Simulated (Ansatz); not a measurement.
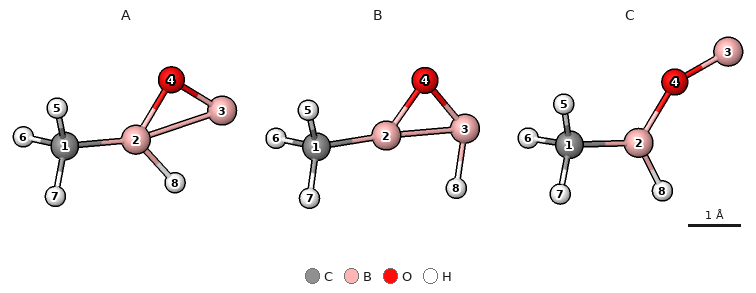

3 geometries from a converged minimum-energy path of CH4B2O, shuffled. A ball-and-stick model, seen at a tilt.

The calculation used RKS BHLYP/def2-mTZVP in Ansatz 0.2.0. Run with 9 movable images; climbing image; force threshold 0.05 eV/Å; iteration limit 60; starting path through a guess of the saddle point.

### One of them is the converged climbing image. Which?

B. In order along the path, whose images run from 0 to 10: B (image 4, +2.83 eV), A (image 6, +1.36 eV), C (image 9, +0.29 eV). Breaking: B2–B3 (1.57 → 1.76 at the top → 2.62 Å), B3–H8 (1.17 → 1.18 at the top → 3.18 Å). Forming: B2–H8 (2.74 → 1.99 at the top → 1.18 Å).

The run took 4.5 min on 2 threads of AMD EPYC 7R43 64-Core Processor (Zen 3), with other jobs on the host, peak memory 0.18 GiB.
